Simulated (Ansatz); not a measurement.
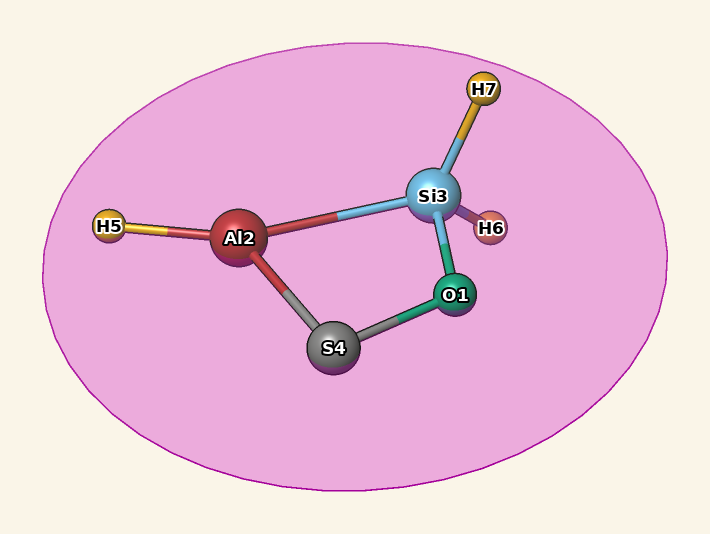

A disc through the centre of mass is drawn in. Distant atoms are faded towards the background colour. Computed geometry: PBE0-D4/def2-TZVP optimisation. No frequency run is at hand to confirm it as a minimum.

Is the plane of the disc a mirror plane of the structure?

Yes. The reflection leaves O1, Al2, Si3, S4, H5 in place and moves H6 ↔ H7. The point group is Cs.
